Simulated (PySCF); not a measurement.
## Electronic structure of C$_{2}$H$_{7}$NSSi$_{2}$ in real space

```
atom    x (Å)    y (Å)    z (Å)
   N  -1.8592   2.0371   0.2428
   C  -1.8533   0.9526  -0.1214
   C  -1.7934  -0.4163  -0.5315
   S  -1.0942  -1.4660   0.8117
  Si   0.7340  -0.3964   1.2983
  Si   1.8464   0.2274  -0.6366
   H  -1.1734  -0.5220  -1.4242
   H  -2.7952  -0.8027  -0.7239
   H   0.3117   0.7008   2.1667
   H   1.3633  -1.4178   2.1292
   H   3.2325   0.5596  -0.3159
   H   1.8578  -0.8445  -1.6401
   H   1.2186   1.3887  -1.2729
```

Geometry: GFN2-xTB.

Computed with PBE0/pcSseg-1, SCF density, gas phase, non-relativistic in PySCF.

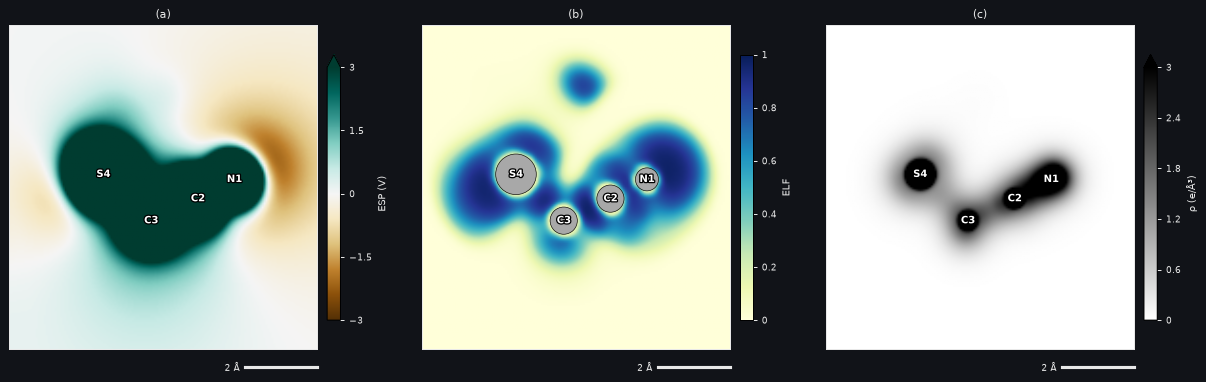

Figure 1. (a) molecular electrostatic potential; (b) electron localisation function; (c) electron density on the plane of atoms C2, C3 and S4. Grey discs cover the atomic cores in the ELF map.

Q: Read the bonding off the picture.

A:
- The plane passes through N, C and S nuclei.
- C–N (1.14 Å): the density is about 3.6 e/Å³ at the midpoint; the ELF peaks at about 0.85 between the atoms: a short, multiple covalent bond.
- C–C (1.43 Å): ρ at the midpoint is about 1.9 e/Å³; the ELF peaks at about 0.95 between the atoms: a covalent bond.
- C–S (1.84 Å): ρ is about 1.2 e/Å³ halfway; the ELF peaks at about 0.90 between the atoms (a covalent bond).
- The ELF also peaks beside S4 and N1, away from the bonds: lone-pair regions.
- Outside the dense part of the molecule the potential is most negative (−2.1 V) near N1.

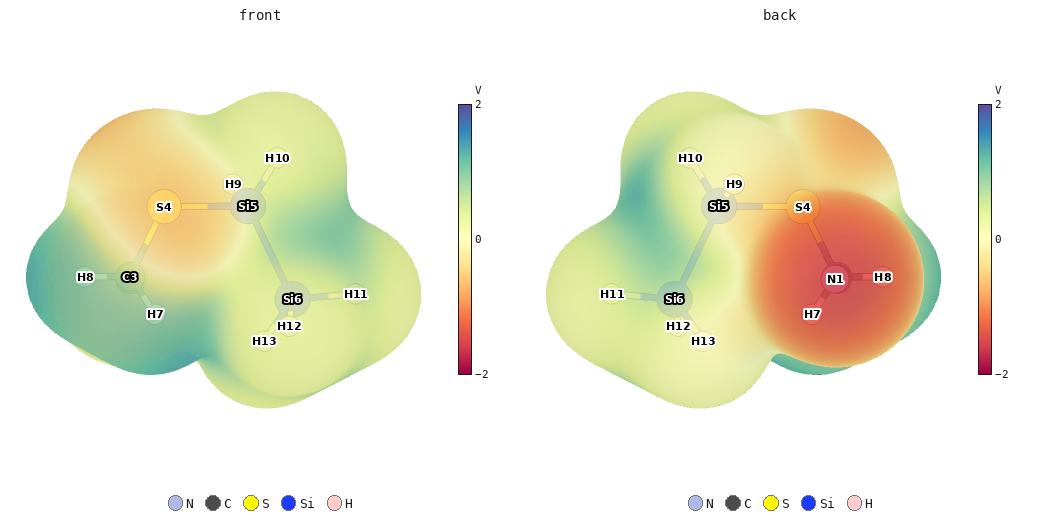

Figure 2. The electrostatic potential painted on the density surface at 0.001 e/bohr³, seen from the front and from behind; red is negative and blue positive.

Q: Describe the electrostatic potential map.

A: The most negative region (about −1.5 V, or −35 kcal/mol for a unit charge) lies over N1, the most positive (about +1.3 V, or +30 kcal/mol for a unit charge) over Si5, H7 and H8. N1 is the likeliest acceptor of a hydrogen bond.

Q: What dipole moment does the calculation give?

A: Its dipole moment is 2.76 D.
